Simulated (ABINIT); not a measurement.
## Converging GW for Ga2O3 (R-3c) in ABINIT

What does each rung of G0W0 on Ga2O3 (R-3c) cost, and what does it buy?

Main program and level: ABINIT 10.8.3; PBE and many-body steps on it, plane waves.

### Step 1. The structure

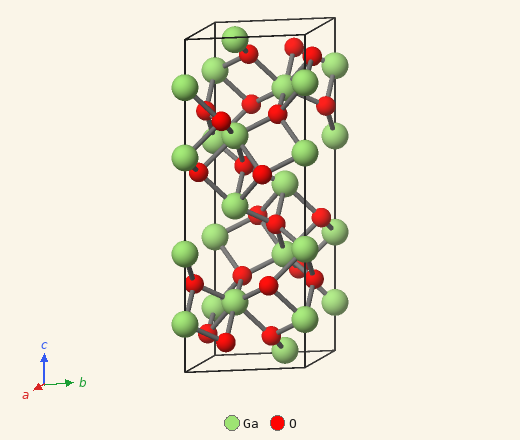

The starting structure, seen slightly off an axis (gallium green, oxygen red). This picture shows the conventional cell, with its axes. Some periodic images of atoms are drawn too.

The cell and positions are those that the Materials Project relaxed with its own functionals (PBE, PBE+U or r2SCAN), kept fixed. This is not the form that Ga2O3 usually takes at ambient conditions.

### Step 2. Empty states on the mesh, 2×2×2 mesh, 555 bands

This step: ABINIT 10.8.3; DFT, PBE, plane waves, norm-conserving pseudopotentials.

The sums over transitions need many empty states on a uniform mesh; this step solves for them.

File run.abi:

```
acell 3*1.0 Angstrom
rprim 
  2.498699193881 1.442624652211 4.483549768500
  -2.498699193881 1.442624652211 4.483549768500
  0.000000000000 -2.885249304422 4.483549768500
ntypat 2
znucl 31 8
natom 10
typat 1 1 1 1 2 2 2 2 2 2
xred 
  0.855585580000 0.855585580000 0.855585580000
  0.644414420000 0.644414420000 0.644414420000
  0.144414420000 0.144414420000 0.144414420000
  0.355585580000 0.355585580000 0.355585580000
  0.750000000000 0.446832820000 0.053167180000
  0.446832820000 0.053167180000 0.750000000000
  0.053167180000 0.750000000000 0.446832820000
  0.250000000000 0.553167180000 0.946832820000
  0.946832820000 0.250000000000 0.553167180000
  0.553167180000 0.946832820000 0.250000000000
pp_dirpath "pseudos"
pseudos "Ga.upf, O.upf"
ecut 45
ngkpt 2 2 2
nshiftk 1
shiftk 0 0 0
kptopt 1
chksymbreak 0
iscf -2
irdden 1
istwfk *1
nband 555
nbdbuf 50
tolwfr 1e-09
nstep 60
prtvol 0
indata_prefix "in"
outdata_prefix "out"
tmpdata_prefix "tmp"
```

Started as:

```sh
> OMP_NUM_THREADS=1 mpirun -n 4 abinit run.abi > log
```

Numbers of over 12 decimals in the logs are rounded to 6 here.

Log:

```text
.Version 10.8.3 of ABINIT. v10.8.2 released Aug 2026.

 Symmetries : space group R-3 c (#167); Bravais hR (rhombohedral)
[... echo of the input left out ...]
== DATASET  1 ==================================================================
-   mpi_nproc: 4, omp_nthreads: 1 (-1 if OMP is not activated)

--- !DatasetInfo
iteration_state: {dtset: 1, }
dimensions: {natom: 10, nkpt: 4, mband: 555, nsppol: 1, nspinor: 1, nspden: 1, mpw: 9454, }
cutoff_energies: {ecut:  45.0, pawecutdg:  -1.0, }
[...]
5.98432    5.99268    5.99270    6.00342    6.01528    6.03279    6.03307    6.03464
   6.04533    6.04556    6.04816    6.06117    6.06160    6.07401    6.07645    6.08977
   6.09767    6.11006    6.12649
 prteigrs : prtvol=0 or 1, do not print more k-points.

== END DATASET(S) ==============================================================
================================================================================

 -outvars: echo values of variables after computation  --------
            nband         555
             nkpt           4
          spgroup         167
 [... the other variables as echoed above ...]

 Calculation completed.
```

Run time: 9.5 min. Hardware: 4 MPI ranks of Arm Neoverse V1, shared host; peak memory 0.8 GiB.

Numbers from this step:

```yaml
gap: 2.963 eV
k_of_the_valence_top: 0.5, 0.5, 0
k_of_the_conduction_bottom: 0, 0, 0
least_direct_gap: 3.066 eV
k_points_computed: 4
lowest_point_of_the_top_converged_band_above_the_valence_top: 149.7078 eV
```

On this mesh the gap is 2.963 eV.

The density comes from a self-consistent run that is not shown.

### Step 3. Screening, 2×2×2 mesh, 148 bands, screening to 68.6 eV

The RPA dielectric matrix is built and inverted for each q.

This step: RPA screening on PBE, plane waves, norm-conserving pseudopotentials.

run.abi: that of step 2 with these lines changed.

```diff
@@ -28,10 +28,11 @@
 chksymbreak 0
-iscf -2
-irdden 1
 istwfk *1
-nband 555
-nbdbuf 50
-tolwfr 1e-09
-nstep 60
-prtvol 0
+occopt 1
+irdwfk 1
+optdriver 3
+nband 148
+ecuteps 2.52
+inclvkb 2
+awtr 1
+symchi 1
 indata_prefix "in"
```

Log:

```text
.Version 10.8.3 of ABINIT. v10.8.2 released Aug 2026.

 Symmetries : space group R-3 c (#167); Bravais hR (rhombohedral)
[... echo of the input left out ...]
== DATASET  1 ==================================================================
-   mpi_nproc: 4, omp_nthreads: 1 (-1 if OMP is not activated)

--- !DatasetInfo
iteration_state: {dtset: 1, }
dimensions: {natom: 10, nkpt: 4, mband: 148, nsppol: 1, nspinor: 1, nspden: 1, mpw: 9454, }
cutoff_energies: {ecut:  45.0, pawecutdg:  -1.0, }
electrons: {nelect:   1.20000000E+02, charge:   0.00000000E+00, occopt:   1.00000000E+00, tsmear:   1.00000000E-02, }

 SCREENING: Calculation of the susceptibility and dielectric matrices

 Based on a program developped by R.W. Godby, V. Olevano, G. Onida, and L. Reining.
 Incorporated in ABINIT by V. Olevano, G.-M. Rignanese, and M. Torrent.
.Using double precision arithmetic ; gwpc =  8

[... cell and pseudopotentials left out ...]
--------------------------------------------------------------------------------

 ==== K-mesh for the wavefunctions ====
 Number of points in the irreducible wedge :     4
[... list of points left out ...]
 Together with 12 symmetry operations and time-reversal symmetry
 yields     8 points in the full Brillouin Zone.

 ==== Q-mesh for the screening function ====
 Number of points in the irreducible wedge :     4
[... list of points left out ...]
 Together with 12 symmetry operations and time-reversal symmetry
 yields     8 points in the full Brillouin Zone.

 setmesh: FFT mesh size selected  =    40x   40x   40
          total number of points  =        64000

 vcoul_init : cutoff-mode = AUXILIARY_FUNCTION
 q-points for optical limit:   1
     1)      0.000010    0.000020    0.000030

- screening: taking advantage of time-reversal symmetry
- Maximum band index for partially occupied states nbvw = 60
- Remaining bands to be divided among processors   nbcw = 88
- Number of bands treated by each node ~22

 Number of electrons calculated from density =  120.0000; Expected =  120.0000
 average of density, n =  0.183377
 r_s =    1.0919
 omega_plasma =   41.3074 [eV]

 calculating chi0 at frequencies [eV] :
  1    0.000000E+00    0.000000E+00
  2    0.000000E+00    4.130738E+01

--------------------------------------------------------------------------------
  q-point number  1        q = ( 0.000000, 0.000000, 0.000000) [r.l.u.]
--------------------------------------------------------------------------------
[... chi0 elements left out ...]
 For q-point:  0.000010 0.000020 0.000030
  dielectric constant =   4.9768
  dielectric constant without local fields =   5.0799

  Average fulfillment of the sum rule on Im[epsilon] for q-point    1 :     28.83  [%]
[... wings left out ...]
  q-point number  2        q = ( 0.500000, 0.000000, 0.000000) [r.l.u.]
--------------------------------------------------------------------------------
[... chi0 elements left out ...]
  Average fulfillment of the sum rule on Im[epsilon] for q-point    2 :     32.08  [%]

 [... 2 further q-points ...]
```

It took 93 s on 4 MPI ranks; peak memory 2.2 GiB.

Numbers from this step:

```yaml
eps_infinity_with_local_fields_on_this_mesh_along_the_program_s_q_direction: 4.977
the_same_without_local_fields: 5.080
plasma_frequency: 41.31 eV
plane_waves_in_the_screening_matrix: 121
```

Local fields lower ε∞ by 2 %. On a Γ-centred mesh this coarse the value itself is usually too large, while a short band sum pulls it down.

### Step 4. 148 bands, 68.6 eV

The self-energy is evaluated for the states that the input lists, and the levels follow from it, in one-shot runs by the linearised quasiparticle equation.

This step: G0W0 on PBE, plane waves, norm-conserving pseudopotentials.

run.abi: that of step 3 with these lines changed.

```diff
@@ -31,8 +31,21 @@
 irdwfk 1
-optdriver 3
+optdriver 4
 nband 148
+gwcalctyp 0
+ecutsigx 45
+symsigma 1
+nkptgw 4
+kptgw 
+  0.5000000000 0.5000000000 0.0000000000
+  0.0000000000 0.0000000000 0.0000000000
+  0.5000000000 0.0000000000 0.0000000000
+  0.5000000000 0.5000000000 0.5000000000
+bdgw 
+  59 62
+  59 62
+  59 62
+  57 62
 ecuteps 2.52
-inclvkb 2
-awtr 1
-symchi 1
+irdscr 1
+ppmodel 1
 indata_prefix "in"
```

Log:

```text
.Version 10.8.3 of ABINIT. v10.8.2 released Aug 2026.

 Symmetries : space group R-3 c (#167); Bravais hR (rhombohedral)
[... echo of the input left out ...]
== DATASET  1 ==================================================================
-   mpi_nproc: 4, omp_nthreads: 1 (-1 if OMP is not activated)

--- !DatasetInfo
iteration_state: {dtset: 1, }
dimensions: {natom: 10, nkpt: 4, mband: 148, nsppol: 1, nspinor: 1, nspden: 1, mpw: 9454, }
cutoff_energies: {ecut:  45.0, pawecutdg:  -1.0, }
electrons: {nelect:   1.20000000E+02, charge:   0.00000000E+00, occopt:   1.00000000E+00, tsmear:   1.00000000E-02, }

 SIGMA: Calculation of the GW corrections

 Based on a program developped by R.W. Godby, V. Olevano, G. Onida, and L. Reining.
 Incorporated in ABINIT by V. Olevano, G.-M. Rignanese, and M. Torrent.
.Using double precision arithmetic ; gwpc =  8

[... cell and pseudopotentials left out ...]
--------------------------------------------------------------------------------

 ==== K-mesh for the wavefunctions ====
 Number of points in the irreducible wedge :     4
[... list of points left out ...]
 Together with 12 symmetry operations and time-reversal symmetry
 yields     8 points in the full Brillouin Zone.

 ==== Q-mesh for screening function ====
 Number of points in the irreducible wedge :     4
[... list of points left out ...]
 Together with 12 symmetry operations and time-reversal symmetry
 yields     8 points in the full Brillouin Zone.

 vcoul_init : cutoff-mode = AUXILIARY_FUNCTION
 q-points for optical limit:   1
     1)      0.000010    0.000020    0.000030
 setmesh: FFT mesh size selected  =    64x   64x   64
          total number of points  =       262144

 Number of electrons calculated from density =  120.0000; Expected =  120.0000
 average of density, n =  0.183377
 r_s =    1.0919
 omega_plasma =   41.3074 [eV]

 === KS Band Gaps ===
  >>>> For spin  1
   Minimum direct gap =   3.0663 [eV], located at k-point      :   0.0000  0.0000  0.0000
   Fundamental gap    =   2.9628 [eV], Top of valence bands at :   0.5000  0.5000  0.0000
                                       Bottom of conduction at :   0.0000  0.0000  0.0000
 SIGMA fundamental parameters:
 PLASMON POLE MODEL  1
 number of plane-waves for SigmaX                 9445
 number of plane-waves for SigmaC and W            121
 number of plane-waves for wavefunctions          9445
 number of bands                                   148
 number of independent spin polarizations            1
 number of spinorial components                      1
 number of k-points in IBZ                           4
 number of q-points in IBZ                           4
 number of symmetry operations                      12
 number of k-points in BZ                            8
 number of q-points in BZ                            8
 number of frequencies for dSigma/dE                 9
 frequency step for dSigma/dE [eV]                0.25
 number of omega for Sigma on real axis              0
 max omega for Sigma on real axis  [eV]           0.00
 zcut for avoiding poles [eV]                     0.10

 EPSILON^-1 parameters (SCR file):
 dimension of the eps^-1 matrix on file            121
 dimension of the eps^-1 matrix used               121
 number of plane-waves for wavefunctions          9445
 number of bands                                   148
 number of q-points in IBZ                           4
 number of frequencies                               2
 number of real frequencies                          1
 number of imag frequencies                          1

 matrix elements of self-energy operator (all in [eV])

 Perturbative Calculation

--- !SelfEnergy_ee
iteration_state: {dtset: 1, }
kpoint     : [   0.500,    0.500,    0.000, ]
spin       : 1
KS_gap     :    6.680
QP_gap     :    8.645
Delta_QP_KS:    1.965
data: !SigmaeeData |
     Band     E0 <VxcDFT>   SigX SigC(E0)      Z dSigC/dE  Sig(E)    E-E0       E
       59   5.594 -21.402 -26.059   4.675   0.810  -0.234 -21.388   0.014   5.608
       60   5.701 -21.146 -25.902   4.761   0.809  -0.236 -21.142   0.005   5.705
       61  12.381 -18.003 -12.365  -3.298   0.842  -0.188 -16.034   1.970  14.350
       62  12.578 -18.295 -12.612  -3.136   0.839  -0.191 -16.157   2.138  14.716

--- !SelfEnergy_ee
iteration_state: {dtset: 1, }
kpoint     : [   0.000,    0.000,    0.000, ]
spin       : 1
KS_gap     :    3.066
QP_gap     :    4.286
Delta_QP_KS:    1.220
data: !SigmaeeData |
     Band     E0 <VxcDFT>   SigX SigC(E0)      Z dSigC/dE  Sig(E)    E-E0       E
       59   5.597 -20.676 -25.396   4.752   0.808  -0.237 -20.651   0.025   5.622
       60   5.597 -20.676 -25.396   4.752   0.808  -0.237 -20.651   0.025   5.622
[...]
--- !SelfEnergy_ee
iteration_state: {dtset: 1, }
kpoint     : [   0.500,    0.000,    0.000, ]
spin       : 1
KS_gap     :    6.550
QP_gap     :    8.481
Delta_QP_KS:    1.931
data: !SigmaeeData |
     Band     E0 <VxcDFT>   SigX SigC(E0)      Z dSigC/dE  Sig(E)    E-E0       E
[...]
--- !SelfEnergy_ee
iteration_state: {dtset: 1, }
kpoint     : [   0.500,    0.500,    0.500, ]
spin       : 1
KS_gap     :    6.157
QP_gap     :    7.939
Delta_QP_KS:    1.783
data: !SigmaeeData |
     Band     E0 <VxcDFT>   SigX SigC(E0)      Z dSigC/dE  Sig(E)    E-E0       E
[...]
60   5.545 -21.051 -25.785   4.732   0.809  -0.236 -21.053  -0.002   5.544
       61  11.702 -17.452 -12.188  -3.151   0.843  -0.187 -15.671   1.781  13.483
       62  11.702 -17.452 -12.188  -3.151   0.843  -0.187 -15.671   1.781  13.483

 New Fermi energy :        2.869025E-01 Ha ,    7.807015E+00 eV

 === QP Band Gaps ===
  >>>> For spin  1
   Minimum direct gap =   4.2863 [eV], located at k-point      :   0.0000  0.0000  0.0000
   Fundamental gap    =   4.2034 [eV], Top of valence bands at :   0.5000  0.5000  0.0000
                                       Bottom of conduction at :   0.0000  0.0000  0.0000

== END DATASET(S) ==============================================================
================================================================================

 -outvars: echo values of variables after computation  --------
           etotal      0.0000000000E+00
            nband         148
             nkpt           4
          spgroup         167
 [... the other variables as echoed above ...]

 Calculation completed.
```

Elapsed: 13 s, on 4 MPI ranks; peak memory 1.8 GiB.

This step gave:

* G0W0 gap on the mesh: 4.204 eV
* starting gap on the mesh: 2.963 eV
* k of the valence top: 0.5, 0.5, 0
* k of the conduction bottom: 0, 0, 0
* Z at the valence top: 0.809
* Z at the conduction bottom: 0.853
* least direct G0W0 gap on the computed points: 4.287 eV

The gap on the mesh goes from 2.96 eV to 4.20 eV, a correction of +1.24 eV.

### Step 5. Screening, 2×2×2 mesh, 194 bands, screening to 90.6 eV

This step: RPA screening on PBE, plane waves, norm-conserving pseudopotentials.

run.abi: that of step 4 with these lines changed.

```diff
@@ -31,21 +31,8 @@
 irdwfk 1
-optdriver 4
-nband 148
-gwcalctyp 0
-ecutsigx 45
-symsigma 1
-nkptgw 4
-kptgw 
-  0.5000000000 0.5000000000 0.0000000000
-  0.0000000000 0.0000000000 0.0000000000
-  0.5000000000 0.0000000000 0.0000000000
-  0.5000000000 0.5000000000 0.5000000000
-bdgw 
-  59 62
-  59 62
-  59 62
-  57 62
-ecuteps 2.52
-irdscr 1
-ppmodel 1
+optdriver 3
+nband 194
+ecuteps 3.33
+inclvkb 2
+awtr 1
+symchi 1
 indata_prefix "in"
```

Log:

```text
.Version 10.8.3 of ABINIT. v10.8.2 released Aug 2026.

 Symmetries : space group R-3 c (#167); Bravais hR (rhombohedral)
[... echo of the input left out ...]
== DATASET  1 ==================================================================
-   mpi_nproc: 4, omp_nthreads: 1 (-1 if OMP is not activated)

--- !DatasetInfo
iteration_state: {dtset: 1, }
dimensions: {natom: 10, nkpt: 4, mband: 194, nsppol: 1, nspinor: 1, nspden: 1, mpw: 9454, }
cutoff_energies: {ecut:  45.0, pawecutdg:  -1.0, }
electrons: {nelect:   1.20000000E+02, charge:   0.00000000E+00, occopt:   1.00000000E+00, tsmear:   1.00000000E-02, }

 SCREENING: Calculation of the susceptibility and dielectric matrices

 Based on a program developped by R.W. Godby, V. Olevano, G. Onida, and L. Reining.
 Incorporated in ABINIT by V. Olevano, G.-M. Rignanese, and M. Torrent.
.Using double precision arithmetic ; gwpc =  8

[... cell and pseudopotentials left out ...]
--------------------------------------------------------------------------------

 ==== K-mesh for the wavefunctions ====
 Number of points in the irreducible wedge :     4
[... list of points left out ...]
 Together with 12 symmetry operations and time-reversal symmetry
 yields     8 points in the full Brillouin Zone.

 ==== Q-mesh for the screening function ====
 Number of points in the irreducible wedge :     4
[... list of points left out ...]
 Together with 12 symmetry operations and time-reversal symmetry
 yields     8 points in the full Brillouin Zone.

 setmesh: FFT mesh size selected  =    40x   40x   40
          total number of points  =        64000

 vcoul_init : cutoff-mode = AUXILIARY_FUNCTION
 q-points for optical limit:   1
     1)      0.000010    0.000020    0.000030

- screening: taking advantage of time-reversal symmetry
- Maximum band index for partially occupied states nbvw = 60
- Remaining bands to be divided among processors   nbcw = 134
- Number of bands treated by each node ~33

 Number of electrons calculated from density =  120.0000; Expected =  120.0000
 average of density, n =  0.183377
 r_s =    1.0919
 omega_plasma =   41.3074 [eV]

 calculating chi0 at frequencies [eV] :
  1    0.000000E+00    0.000000E+00
  2    0.000000E+00    4.130738E+01

--------------------------------------------------------------------------------
  q-point number  1        q = ( 0.000000, 0.000000, 0.000000) [r.l.u.]
--------------------------------------------------------------------------------
[... chi0 elements left out ...]
 For q-point:  0.000010 0.000020 0.000030
  dielectric constant =   4.9887
  dielectric constant without local fields =   5.1101

  Average fulfillment of the sum rule on Im[epsilon] for q-point    1 :     36.13  [%]
[... wings left out ...]
  q-point number  2        q = ( 0.500000, 0.000000, 0.000000) [r.l.u.]
--------------------------------------------------------------------------------
[... chi0 elements left out ...]
  Average fulfillment of the sum rule on Im[epsilon] for q-point    2 :     39.31  [%]

 [... 2 further q-points ...]
```

The job ended after 2.3 min (4 MPI ranks; peak memory 2.4 GiB).

Numbers from this step:

* ε∞ with local fields, on this mesh, along the program's q direction: 4.989
* the same without local fields: 5.110
* plasma frequency: 41.31 eV
* plane waves in the screening matrix: 175

[end of part 1 of 2]

[Paths, hosts, dates, memory and timing lines, banners, echoed tables and standing remarks are left out of the program output.]

[Logs are printed without paths, hosts, clocks, repeated set-up lines and the standing remarks that a program may print on its own settings, such as how far it seeks lower states.]

[Runs of the session that timed out or met a known fault of the program may be left out.]

[Hosts, paths, dates, database ids (printed as entryN), source tags and the programs' standing remarks are cut or masked in the printed files.]

[G0W0 gaps are taken among the corrected bands and points alone; a level outside them can change the order at an edge.]

[Where Ansatz stands beside ABINIT at settings called matched, ABINIT's density can come from a denser mesh and the files from another edition; pairs whose starting gaps differed by over 0.03 eV were left out, so agreement reads better than it is.]
